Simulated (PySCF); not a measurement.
# wB97X/cc-pVDZ run of TiOF2 (SMILES [O]=[Ti]([F])[F])

What is the vertical ionisation energy of TiOF2 at wB97X/cc-pVDZ? The job is set up through a Python script.

Program for the calculation: PySCF 2.14.0.

6 further runs of the same task are left out: 2 that didn't finish, 4 set aside as unsound or not needed.

## 1. The molecule

TiOF2: 4 atoms, total charge 0, spin state singlet. As SMILES, `[O]=[Ti]([F])[F]`. The shape comes from GFN2-xTB, which is rough for such elements, and wasn't checked as a minimum.

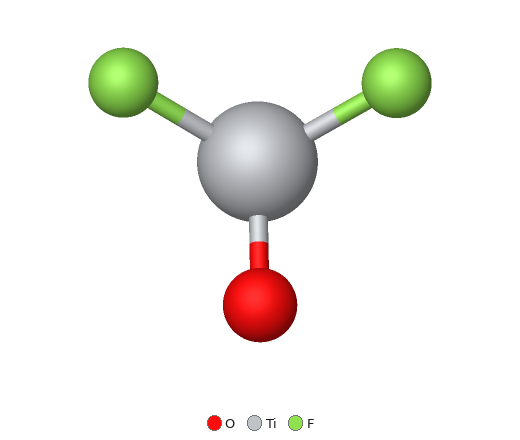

The structure, seen from a chosen angle (oxygen red, titanium light grey, fluorine green).

## 2. The energy at wB97X/cc-pVDZ

File job.py:

```python
from pyscf import gto, dft

mol = gto.Mole()
mol.atom = '''
O    0.126060   0.507440   1.465250
Ti  -0.303530  -0.166110   0.083020
F    0.833410  -1.354510  -0.428040
F   -0.655940   1.013190  -1.120230
'''
mol.basis = 'cc-pvdz'
mol.max_memory = 1860
mol.charge = 0
mol.verbose = 4
mol.build()

mf = dft.RKS(mol)
mf.xc = 'wb97x'
mf.grids.level = 5
mf.conv_tol = 1e-10
mf.kernel()
if not mf.converged:
    mf = mf.newton().run(mf.mo_coeff, mf.mo_occ)

energy = mf.e_tot
print(f'total energy: {energy:.8f} hartree')
```

On the command line:

```bash
$ OMP_NUM_THREADS=1 python job.py
```

Standard output:

```text
PySCF version 2.14.0

[INPUT] num. atoms = 4
[INPUT] num. electrons = 48
[INPUT] charge = 0
[INPUT] spin (= nelec alpha-beta = 2S) = 0
[INPUT] symmetry False subgroup None
[INPUT] Mole.unit = angstrom
[INPUT] Symbol           X                Y                Z      unit          X                Y                Z       unit  Magmom
[INPUT]  1 O      0.126060000000   0.507440000000   1.465250000000 AA    0.238218875263   0.958922624649   2.768921204019 Bohr   0.0
[INPUT]  2 Ti    -0.303530000000  -0.166110000000   0.083020000000 AA   -0.573588570589  -0.313902406552   0.156885062861 Bohr   0.0
[INPUT]  3 F      0.833410000000  -1.354510000000  -0.428040000000 AA    1.574916649474  -2.559652932985  -0.808878370359 Bohr   0.0
[INPUT]  4 F     -0.655940000000   1.013190000000  -1.120230000000 AA   -1.239546954147   1.914651612148  -2.116927896522 Bohr   0.0

nuclear repulsion = 222.651612174616
number of shells = 22
number of NR pGTOs = 200
number of NR cGTOs = 85
basis = cc-pvdz
ecp = {}

******** <class 'pyscf.dft.rks.RKS'> ********
method = RKS
initial guess = minao
damping factor = 0
level_shift factor = 0
DIIS = <class 'pyscf.scf.diis.CDIIS'>
diis_start_cycle = 1
diis_space = 8
diis_damp = 0
SCF conv_tol = 1e-10
SCF conv_tol_grad = None
SCF max_cycles = 50
direct_scf = True
direct_scf_tol = 1e-13
XC library pyscf.dft.libxc version 7.0.0
    S. Lehtola, C. Steigemann, M. J.T. Oliveira, and M. A.L. Marques.,  SoftwareX 7, 1–5 (2018)
XC functionals = wb97x
radial grids:
    Treutler-Ahlrichs [JCP 102, 346 (1995); DOI:10.1063/1.469408] (M4) radial grids

becke partition: Becke, JCP 88, 2547 (1988); DOI:10.1063/1.454033
pruning grids: <function nwchem_prune>
grids dens level: 5
symmetrized grids: False
atomic radii adjust function: <function treutler_atomic_radii_adjust>
small_rho_cutoff = 0
Set gradient conv threshold to 1e-05
Initial guess from minao.
tot grids = 176016
init E= -1124.12305465373
  HOMO = -0.505741010396257  LUMO = -0.151163120326121  gap/eV = 9.64856
cycle= 1 E= -1123.92017096882  delta_E= 0.203  |g|= 1.61  |ddm|= 4.96
  HOMO = -0.318619670949081  LUMO = -0.269677539461323  gap/eV = 1.33178
cycle= 2 E= -1115.00666948624  delta_E= 8.91  |g|= 7.16  |ddm|= 13.7
  HOMO = -0.330286933165632  LUMO = -0.0578453717522951  gap/eV = 7.41351
cycle= 3 E= -1124.40923741296  delta_E= -9.4  |g|= 0.82  |ddm|= 13.4
  HOMO = -0.424381464617002  LUMO = -0.0736040647954699  gap/eV = 9.54514
cycle= 4 E= -1124.48550820556  delta_E= -0.0763  |g|= 0.39  |ddm|= 2.15
  HOMO = -0.437146758752576  LUMO = -0.0551997736403447  gap/eV = 10.39331
cycle= 5 E= -1124.50701317057  delta_E= -0.0215  |g|= 0.176  |ddm|= 0.621
  HOMO = -0.429626732325459  LUMO = -0.0391216865443305  gap/eV = 10.62618
cycle= 6 E= -1124.51103527555  delta_E= -0.00402  |g|= 0.0959  |ddm|= 0.603
  HOMO = -0.437333604782777  LUMO = -0.0358656177219254  gap/eV = 10.92450
cycle= 7 E= -1124.5127360975  delta_E= -0.0017  |g|= 0.0034  |ddm|= 0.135
  HOMO = -0.437171751950173  LUMO = -0.0358381424254759  gap/eV = 10.92084
cycle= 8 E= -1124.51274488157  delta_E= -8.78e-06  |g|= 0.00209  |ddm|= 0.00853
  HOMO = -0.437124077410755  LUMO = -0.0359105561841773  gap/eV = 10.91758
cycle= 9 E= -1124.5127479088  delta_E= -3.03e-06  |g|= 0.00057  |ddm|= 0.00675
  HOMO = -0.437150676324117  LUMO = -0.0359301244682717  gap/eV = 10.91777
cycle= 10 E= -1124.51274841115  delta_E= -5.02e-07  |g|= 0.000225  |ddm|= 0.00293
  HOMO = -0.437162245732649  LUMO = -0.0359311007450804  gap/eV = 10.91806
cycle= 11 E= -1124.51274846086  delta_E= -4.97e-08  |g|= 0.00018  |ddm|= 0.000916
  HOMO = -0.437161015420936  LUMO = -0.0359384261657798  gap/eV = 10.91782
cycle= 12 E= -1124.51274847489  delta_E= -1.4e-08  |g|= 4.43e-05  |ddm|= 0.000529
  HOMO = -0.43715908668967  LUMO = -0.0359396564906929  gap/eV = 10.91774
cycle= 13 E= -1124.51274847718  delta_E= -2.29e-09  |g|= 1.23e-05  |ddm|= 0.000197
  HOMO = -0.437156730220981  LUMO = -0.0359381388475519  gap/eV = 10.91771
cycle= 14 E= -1124.5127484774  delta_E= -2.22e-10  |g|= 5.42e-06  |ddm|= 6.56e-05
  HOMO = -0.437157650463477  LUMO = -0.0359388978492756  gap/eV = 10.91772
cycle= 15 E= -1124.51274847743  delta_E= -2.5e-11  |g|= 2.34e-06  |ddm|= 3.43e-05
  HOMO = -0.437157099636107  LUMO = -0.0359386750166815  gap/eV = 10.91771
Extra cycle  E= -1124.51274847743  delta_E= -5.91e-12  |g|= 1.75e-06  |ddm|= 1.7e-05
converged SCF energy = -1124.51274847743
total energy: -1124.51274848 hartree
```

Run time: 35 s. Hardware: 1 thread of AMD EPYC 9R45 (Zen 5), shared host; peak memory 0.43 GiB.

## 3. The doublet cation, same level

File input.py:

```python
from pyscf import gto, dft

mol = gto.M(
    atom='''
O        0.126060       0.507440       1.465250
Ti      -0.303530      -0.166110       0.083020
F        0.833410      -1.354510      -0.428040
F       -0.655940       1.013190      -1.120230
''',
    spin=1,
    basis='cc-pvdz',
    charge=1,
    max_memory=1860,
    verbose=3,
)

calc0 = dft.UKS(mol)
calc0.xc = 'wb97x'
calc0.grids.level = 5
calc0.conv_tol = 1e-10
calc0.kernel()
if not calc0.converged:
    calc0 = calc0.newton().run(calc0.mo_coeff, calc0.mo_occ)

etot = calc0.e_tot
print(f'total energy: {etot:.8f} hartree')
```

On the command line:

```bash
$ OMP_NUM_THREADS=1 python input.py
```

Standard output:

```text
WARN: HOMO -0.50574101039626 >= LUMO -0.505741010396262

converged SCF energy = -1124.05825834479  <S^2> = 0.75867891  2S+1 = 2.0086602
total energy: -1124.05825834 hartree
```

Wall time 1.8 min (1 thread of AMD EPYC 9R45 (Zen 5), shared host); peak memory 0.44 GiB.

## 4. Outcome

At wB97X/cc-pVDZ:

```
                                          quantity           value
                       singlet TiOF2: total energy  -1124.51275 Eh
                      singlet TiOF2: dipole moment          4.09 D
                        singlet TiOF2: HOMO energy       -11.90 eV
                        singlet TiOF2: LUMO energy        -0.98 eV
                      singlet TiOF2: HOMO–LUMO gap        10.92 eV
                      doublet cation: total energy  -1124.05826 Eh
doublet cation: HOMO energy (highest over α and β)       -20.56 eV
 doublet cation: LUMO energy (lowest over α and β)       -12.47 eV
                              doublet cation: ⟨S²⟩           0.759
vertical ionisation energy (to the doublet cation)       12.367 eV
```

The vertical ionisation energy comes to 12.37 eV (285 kcal/mol). The negative HOMO energy of the first species, 11.90 eV, lies 0.47 eV below that difference. Mulliken charges (singlet TiOF2) run from -0.30 on F3 to +0.89 on Ti2. Mulliken charges (doublet cation) run from -0.16 on F3 to +1.29 on Ti2; they depend strongly on the basis.
